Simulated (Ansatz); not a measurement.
Density of states of NbIr (P4/mmm, 2 atoms in the cell).

```
CELL_PARAMETERS angstrom
      2.85035     0.00000     0.00000
      0.00000     2.85035     0.00000
      0.00000     0.00000     3.86100
ATOMIC_POSITIONS crystal
  Ir 0.00000 0.00000 0.00000
  Nb 0.50000 0.50000 0.50000
```

Computed with PBEsol, default PAW files made with PBE (plane waves; Ansatz, a program for electronic structure).

SCF settings: kpoints.mp_grid.grid = 8 8 6; hamiltonian.xc = pbesol; hamiltonian.pseudopotentials = {kind: paw} (the program's default PAW files); scf.occupations.method = cold; scf.occupations.width = 0.136 eV. Keys of the DOS step: output.dos.nscf_kmesh.grid = 12 12 9.

The starting cell comes from a database of published, mostly measured structures (it also holds non-ambient and calculated ones), without a prior relaxation at this level. Spin-orbit coupling is off. Spin polarisation is off.

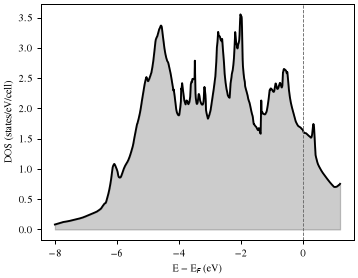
Fig. 1. Total density of states, both spins summed.

Total DOS (both spins), as means of the tabulated values in each energy bin; the zero is the program's Fermi level or highest filled level, and the curve is cut to this window:

(E (eV), states/eV/cell): (-7.75, 0.12); (-7.25, 0.18); (-6.75, 0.27); (-6.25, 0.70); (-5.75, 1.04); (-5.25, 1.97); (-4.75, 2.97); (-4.25, 2.48); (-3.75, 2.22); (-3.25, 2.11); (-2.75, 2.70); (-2.25, 2.74); (-1.75, 2.23); (-1.25, 1.94); (-0.75, 2.43); (-0.25, 1.90); (0.25, 1.49); (0.75, 0.86)

Around zero the curve holds about 1.6 states/eV/cell.

Keys are those of Ansatz 0.2.
